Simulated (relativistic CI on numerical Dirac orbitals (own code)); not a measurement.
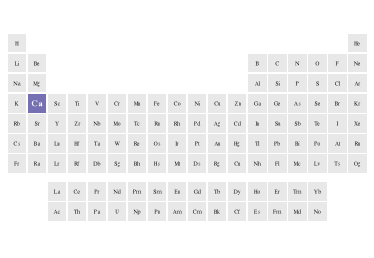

The place of calcium in the periodic table.

## Relativistic CI calculation, with input and output: Ca³⁺

Ca³⁺. Level asked for: Dirac-Coulomb-Breit CI, KLI orbitals optimised for each configuration, model QED (radiative potential, 1s self-energy scaled to tabulated hydrogen-like ionisation energies), numerical settings as typed (relativistic CI on numerical Dirac orbitals, in-house).

### The input
```
atom Ca  Z=20  charge=3  electrons=17
nucleus A=40  rms_radius_fm=3.4776
hamiltonian dirac-coulomb  breit=on  qed=on  c_scale=1
orbitals kli  potential=per-configuration
slater_scale 1
correlation none
mixing on
grid step=0.0125 r_max=25.7
scf mixing=0.4 start=green max_iterations=4 tolerance=2e-08 node_fill=0.05
configurations
  [Ne] 3s2 3p5
  [Ne] 3s 3p6
end
```

Hardware: 1 CPU thread, shared host.

The run was one of a batch that the task file lists, launched with:
```bash
python <driver script> task.json out
```

The program writes its results to a structured record and prints no log; tables and figures of this report are taken from that record.

### What the run reported

```tsv
quantity	value
outcome	not converged
```

### What went wrong

The input is odd on purpose: iterations. The run did not meet its convergence test, so its last values are not results. To bear in mind: SCF of 1s2 2s2 2p6 3s2 3p5 did not converge.
